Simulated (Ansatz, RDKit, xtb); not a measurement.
**C2H4BBr: ranking a sample of isomers, part 1 of 2**

Which of a sample of isomers of C2H4BBr is the most stable in the gas at 298.15 K, and what are its properties? The sample is small against all isomers, and the most stable one of this formula need not be in it.

The funnel: GFN2-xTB relaxations, single points with a density functional, relaxations at PBE0-D3(BJ)/def2-SVP, harmonic vibrations, and a last energy at a higher level. All values are calculated.

## (1) Candidates

Isomers were taken from a list of plausible structures; this is a sample, not all of them. That gives 3 candidates.

```tsv
label	SMILES	spin
c072	B/C=C\Br	singlet
c607	BC(=C)Br	singlet
c787	B/C=C/Br	singlet
```

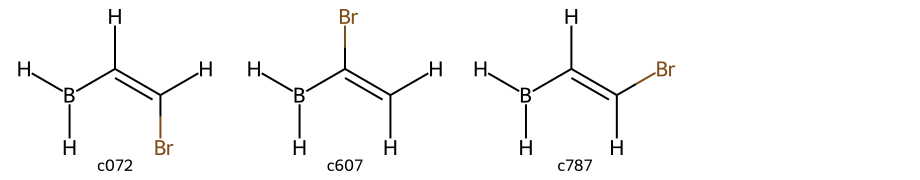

Structural formulas of the candidates.

Candidates are built by distance geometry, with a force field where one applies, in up to four conformers (letters a to d).

## (2) First filter: tight binding

All 3 starts are relaxed the same way. One of them, c072a (taken from a list of positional isomers, embedded by distance geometry and UFF), in full:

Contents of start.xyz:

```xyz
8
c072a
C     -1.311472    -1.978582     0.033188
C     -0.115068    -1.771956    -0.473062
B     -2.607399    -2.285697    -0.791887
Br     0.288823    -1.905106    -2.365396
H     -3.673744    -2.417654    -0.274278
H     -2.550176    -2.372303    -1.970558
H     -1.419189    -1.893601     1.102777
H      0.718779    -1.588765     0.171374
```

On the command line:

```bash
$ xtb start.xyz --gfn 2 --opt
```

The log of the run, shortened:

```text
* xtb version 6.7.1
[...]
          :  # basis functions                  26          :
[...]
          :  # electrons                        22          :
[...]
          :  Hamiltonian                  GFN2-xTB          :
[...]
          :  net charge                          0          :
          :  unpaired electrons                  0          :
[...]
   *** convergence criteria satisfied after 15 iterations ***
[...]
   *** GEOMETRY OPTIMIZATION CONVERGED AFTER 8 ITERATIONS ***
[...]
   *** convergence criteria satisfied after 3 iterations ***
[...]
         ::                     SUMMARY                     ::
         :::::::::::::::::::::::::::::::::::::::::::::::::::::
         :: total energy             -11.588342533860 Eh    ::
         :: gradient norm              0.000173580831 Eh/a0 ::
         :: HOMO-LUMO gap              2.957418247090 eV    ::
         ::.................................................::
         :: SCC energy               -11.717903218222 Eh    ::
         :: -> isotropic ES            0.021461821981 Eh    ::
         :: -> anisotropic ES          0.003408323580 Eh    ::
         :: -> anisotropic XC          0.001436785462 Eh    ::
         :: -> dispersion             -0.004418677654 Eh    ::
         :: repulsion energy           0.129560684362 Eh    ::
         :: add. restraining           0.000000000000 Eh    ::
         :: total charge               0.000000000000 e     ::
         :::::::::::::::::::::::::::::::::::::::::::::::::::::
[...]
        11        2.0000           -0.4141739             -11.2702 (HOMO)
        12                         -0.3054908              -8.3128 (LUMO)
[...]
     #   Z          covCN         q      C6AA      α(0)
     1   6          2.874    -0.109    30.754     9.091
     2   6          2.826     0.055    26.765     8.477
     3   5          2.784     0.239    17.737     7.041
     4  35          0.986    -0.128   188.540    22.139
     5   1          0.940    -0.088     5.169     3.555
     6   1          0.940    -0.076     4.776     3.417
     7   1          0.925     0.048     2.348     2.396
     8   1          0.927     0.060     2.202     2.321
[...]
     #   Z sym  total        # sym  WBO       # sym  WBO       # sym  WBO
 ---------------------------------------------------------------------------
     1   6      3.954 --     2      1.836     3      1.071     7      0.953
     2   6      3.941 --     1      1.836     4      1.038     8      0.963
     3   5      3.177 --     1      1.071     5      0.982     6      0.981
     4  35      1.208 --     2      1.038
     5   1      0.992 --     3      0.982
     6   1      0.994 --     3      0.981
     7   1      0.998 --     1      0.953
     8   1      0.996 --     2      0.963
 ---------------------------------------------------------------------------
[...]
molecular dipole:
                 x           y           z       tot (Debye)
 q only:       -0.076       0.039       0.577
   full:       -0.130       0.083       1.169       2.997
molecular quadrupole (traceless):
[...]
          | TOTAL ENERGY              -11.588342533860 Eh   |
          | GRADIENT NORM               0.000173580831 Eh/α |
          | HOMO-LUMO GAP               2.957418247090 eV   |
           -------------------------------------------------
[...]
```

It took 0.05 s on 2 threads of Arm Neoverse V1, shared host.

## (3) What the search left

3 of the 3 relaxations converged. 3 distinct structures remain:

```tsv
label	start	SMILES after	spin	energy (kcal/mol)
c787a	drawn	B/C=C/Br	singlet	0.0
c072a	drawn	B/C=C\Br	singlet	1.7
c607a	drawn	BC(=C)Br	singlet	2.2
```

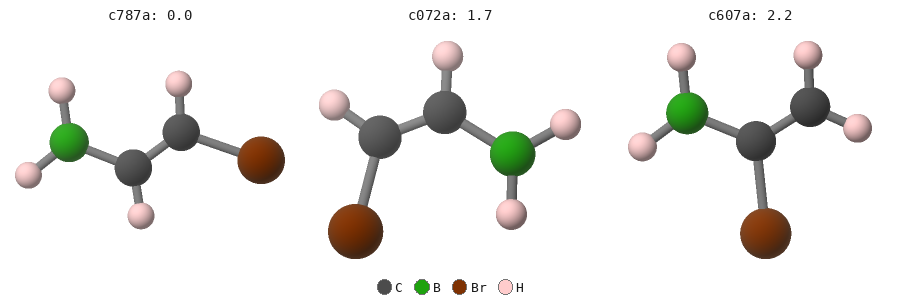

The 3 lowest minima that did not fall apart, with their GFN2-xTB energies in kcal/mol.

## (4) Screening with a density functional

A choice of the minima (the low ones first, few conformers of a pattern, up to a cap) and the lowest that fell apart get a single point at r2SCAN-D4/def2-SVP on the tight-binding geometry, and one at HF/STO-3G for comparison. The lowest singlets are also tried as triplets at the same geometry (label ending in t). The first, c787a:

Contents of input.yaml:

```yaml
basis:
  gaussian: {orbitals: def2-SVP}
crystal:
  periodic: [false, false, false]
  atoms:
    - symbol: C
      position_ang: [-1.136198, -2.363379, -0.289962]
    - symbol: C
      position_ang: [-0.410011, -1.541587, -1.046657]
    - symbol: B
      position_ang: [-2.676095, -2.321096, -0.291884]
    - symbol: Br
      position_ang: [1.480095, -1.536835, -1.097450]
    - symbol: H
      position_ang: [-3.275329, -3.062175, 0.381914]
    - symbol: H
      position_ang: [-3.231681, -1.547378, -0.968433]
    - symbol: H
      position_ang: [-0.603156, -3.071440, 0.333654]
    - symbol: H
      position_ang: [-0.837925, -0.799732, -1.703381]
hamiltonian: {xc: {name: r2SCAN}, dispersion: d4}
scf: {lower_state_search: off}
output: {orbitals: {seedname: orbitals}}
```

On the command line:

```bash
$ ansatz run input.yaml --threads 2 --pin off --max-ram 5220MiB --events-out events.jsonl --progress --plain --runs-dir runs
```

The log of the run, shortened:

```text
Warning: RAYON_NUM_THREADS=2 ignored (pool sized by the plan → 2); use --threads N
Functional definition: r2SCAN
  name "r2SCAN"
[...]
1047 factors; their error is unknown
[...]
mean field -72847.88797171 eV, -2677.1105048882 hartree, gradient 5.5e-6 eV, S^2 0.000000; 0 other end points of the search recorded, 0 dependent functions left out
reference -72847.88798055 eV, -2677.1105052133 hartree; 28, 28 occupied and 66, 66 virtual orbitals, 1047 factors
Total energy: -72847.92387980 eV, -2677.1118244863 hartree
Checks for a lower state left out: stability, starts, cluster_reference, orbital_swaps, neighbouring_geometries, increment
```

Run time: 1.6 s. Hardware: 2 threads of Arm Neoverse V1, shared host; peak memory 0.12 GiB.

Relative energies in kcal/mol, each column from its lowest structure that stays in one piece:

```tsv
label	SMILES	spin	GFN2-xTB	HF/STO-3G	r2SCAN-D4/def2-SVP
c787a	B/C=C/Br	singlet	0.0	0.0	0.0
c072a	B/C=C\Br	singlet	1.7	2.2	2.7
c607a	BC(=C)Br	singlet	2.2	2.9	2.7
c607at	BC(=C)Br	triplet	–	–	69.2
c787at	B/C=C/Br	triplet	–	–	73.7
```

## (5) Refinement at PBE0-D3(BJ)/def2-SVP

3 candidates are relaxed at PBE0-D3(BJ)/def2-SVP (chosen among the lowest in one piece). The first, c787a:

input.yaml: that of step 4 with these lines changed.

```diff
@@ -1,3 +1,4 @@
 basis:
-  gaussian: {orbitals: def2-SVP}
+  gaussian:
+    orbitals: def2-SVP
 crystal:
@@ -21,4 +22,11 @@
       position_ang: [-0.837925, -0.799732, -1.703381]
-hamiltonian: {xc: {name: r2SCAN}, dispersion: d4}
-scf: {lower_state_search: off}
-output: {orbitals: {seedname: orbitals}}
+magnetization:
+  spin_polarized: false
+  initial_magnetization: 0
+hamiltonian:
+  xc: pbe0
+  dispersion: d3bj
+scf:
+  lower_state_search: off
+relax:
+  f_tol: 0.003
```

On the command line:

```bash
$ ansatz run input.yaml --threads 2 --pin off --max-ram 5220MiB --events-out events.jsonl --progress --plain --runs-dir runs
```

The log of the run, shortened:

```text
Warning: RAYON_NUM_THREADS=2 ignored (pool sized by the plan → 2); use --threads N
[...]
Functional definition: PBE0
  name "PBE0"
[...]
1046 factors; integrals over basis functions are off by at most 2.4e-4 eV
[...]
mean field -72838.23788337 eV, -2676.7558706830 hartree, gradient 6.8e-6 eV, S^2 0.000000; 0 other end points of the search recorded, 0 dependent functions left out
[...]
reference -72838.23790903 eV, -2676.7558716261 hartree; 28, 28 occupied and 66, 66 virtual orbitals, 1046 factors
relax step   1: F+E_penalty+E_count = -72838.37816024 eV  Δ(F+E_penalty+E_count) = +0.000e0 eV  max|allowed force component| = 1.125e0 eV/Å  Δτ_max = 0.0000 Å  (14 SCF iters, accepted)
[...]
relax step   5: F+E_penalty+E_count = -72838.44557949 eV  Δ(F+E_penalty+E_count) = -5.353e-5 eV  max|allowed force component| = 1.847e-2 eV/Å  Δτ_max = 0.0044 Å  (14 SCF iters, accepted)
[...]
Total energy: -72838.44561955 eV, -2676.7635048467 hartree
Atom 0 at    -1.114182    -2.398862    -0.260378 Å, force    -0.001242    -0.001683     0.002931 eV/Å
Atom 1 at    -0.412584    -1.553017    -1.036131 Å, force    -0.000029     0.002794     0.000431 eV/Å
Atom 2 at    -2.648900    -2.317867    -0.295621 Å, force    -0.001784    -0.000100    -0.001667 eV/Å
Atom 3 at     1.453332    -1.494728    -1.133412 Å, force     0.001860    -0.000430    -0.000138 eV/Å
Atom 4 at    -3.331579    -3.051767     0.379073 Å, force     0.001282    -0.000185     0.000779 eV/Å
Atom 5 at    -3.180140    -1.501979    -1.014714 Å, force    -0.000365     0.001066    -0.000457 eV/Å
Atom 6 at    -0.566892    -3.111411     0.365816 Å, force     0.000873    -0.000324    -0.001088 eV/Å
Atom 7 at    -0.889356    -0.813991    -1.686831 Å, force    -0.000594    -0.001138    -0.000790 eV/Å
Dipole moment:     0.078557     0.048741    -0.045434 e Å
Checks for a lower state left out: stability, starts, cluster_reference, orbital_swaps, neighbouring_geometries, increment
```

Run time: 11 s. Hardware: 2 threads of Arm Neoverse V1, shared host; peak memory 0.18 GiB.

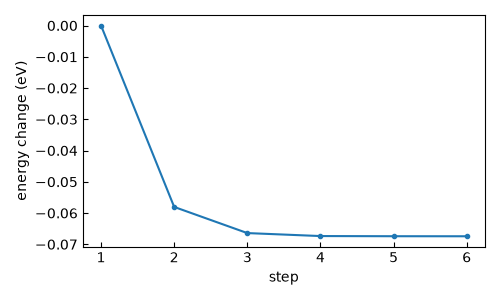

Energy along the run, all evaluated steps.

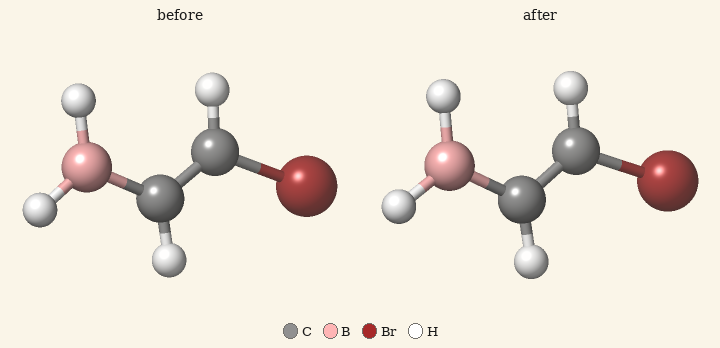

Before and after, at one scale.

After the run. Bond lengths: C1–C2 1.345 Å, C1–B3 1.537 Å, C2–Br4 1.869 Å, B3–H5 1.208 Å, B3–H6 1.210 Å, C1–H7 1.095 Å, C2–H8 1.094 Å. Angles: C1–C2–Br4 124.8°, C2–C1–B3 118.3°, C1–C2–H8 122.7°, Br4–C2–H8 112.5°, C2–C1–H7 118.6°, B3–C1–H7 123.1°, C1–B3–H5 121.3°, C1–B3–H6 119.2°, H5–B3–H6 119.6°.

## (6) After refinement

```tsv
label	spin	r2SCAN-D4/def2-SVP (kcal/mol)	PBE0-D3(BJ)/def2-SVP, relaxed (kcal/mol)	time
c787a	singlet	0.0	0.0	11 s
c607a	singlet	2.7	2.5	11 s
c072a	singlet	2.7	2.8	12 s
```

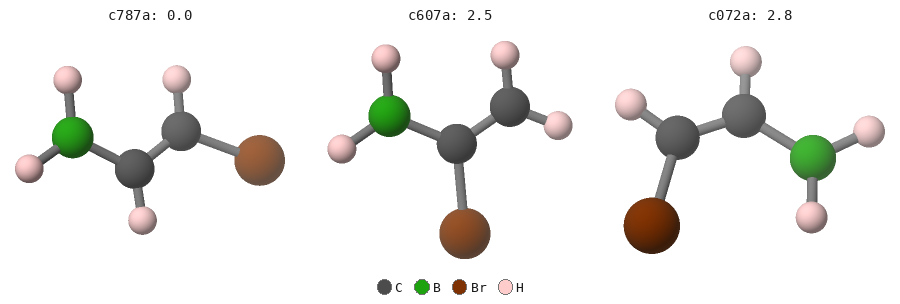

The relaxed structures, with energies at PBE0-D3(BJ)/def2-SVP in kcal/mol.

(Continued in part 2 of 2.)
